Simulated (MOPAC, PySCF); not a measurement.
Potential energy curve for BeH, doublet.

Levels of theory: CASSCF(3,3)/cc-pVTZ (PySCF); NEVPT2 = SC-NEVPT2 on CASSCF(3,3)/cc-pVTZ, all electrons correlated run with PySCF 2.14.0; UKS-M06-2X/6-31G* = unrestricted M06-2X/6-31G*, spherical d run with PySCF; PM6, unrestricted, heats of formation (MOPAC); UHF/cc-pVTZ (PySCF).

Energies are in kJ/mol, each relative to the lowest point of its own curve near equilibrium.

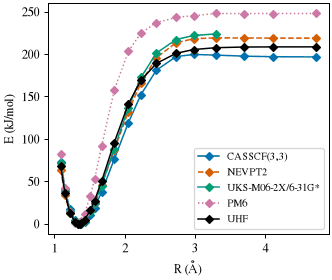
*Energy against bond length for each method.*

| R / Å | CASSCF(3,3) | NEVPT2 | UKS-M06-2X/6-31G* | PM6 | UHF |
|---|---|---|---|---|---|
| 1.09 | 73.2 | 63.8 | 71.8 | 81.8 | 67.4 |
| 1.15 | 40.9 | 33.7 | 39.0 | 41.8 | 35.6 |
| 1.22 | 17.0 | 12.2 | 15.1 | 13.5 | 13.0 |
| 1.29 | 4.3 | 2.0 | 3.2 | 1.1 | 2.1 |
| 1.33 | 0.9 | 0.0 | 0.4 | 0.0 | 0.0 |
| 1.36 | 0.0 | 0.0 | 0.0 | 1.5 | 0.1 |
| 1.38 | 0.0 | 0.7 | 0.4 | 3.6 | 0.8 |
| 1.43 | 2.1 | 4.3 | 3.5 | 11.8 | 4.6 |
| 1.51 | 10.0 | 14.5 | 13.4 | 32.5 | 15.8 |
| 1.57 | 18.9 | 24.8 | 23.8 | 52.5 | 27.1 |
| 1.67 | 37.2 | 45.2 | 44.9 | 91.0 | 49.7 |
| 1.85 | 75.7 | 86.6 | 88.5 | 157.0 | 95.4 |
| 2.05 | 118.7 | 131.8 | 136.2 | 203.0 | 140.9 |
| 2.23 | 152.1 | 166.2 | 172.3 | 224.5 | 168.9 |
| 2.45 | 180.9 | 195.6 | 201.1 | 237.0 | 188.8 |
| 2.73 | 196.9 | 213.2 | 217.0 | 243.1 | 200.8 |
| 2.98 | 199.4 | 218.0 | 221.8 | 245.3 | 205.2 |
| 3.30 | 198.6 | 219.0 | 223.7 | 247.7 | 207.4 |
| 3.69 | 197.4 | 218.9 | — | 247.6 | 208.2 |
| 4.11 | 196.8 | 218.7 | — | 247.7 | 208.4 |
| 4.72 | 196.5 | 218.6 | — | 247.7 | 208.4 |

At the longest distance, 4.72 Å, PM6 lies highest above its minimum (247.7 kJ/mol) and CASSCF(3,3) lowest (196.5 kJ/mol).

Dashes: no converged value, or the column stops at the first point that the program doubted or that broke a chosen test of continuity, which isn't proof of a fault.

The scan ran from 1.09 to 5.41 Å; beyond the distances shown one of the unrestricted levels run for this scan, shown here or not, changes its spin distribution in one step. The unrestricted determinant behind UKS-M06-2X/6-31G* is spin-contaminated at 3.69 to 4.72 Å (<S²> up to 1.7, against 0.75 for a pure doublet). The unrestricted determinant behind UHF is spin-contaminated at 2.05 to 4.72 Å (<S²> up to 1.0, against 0.75 for a pure doublet).
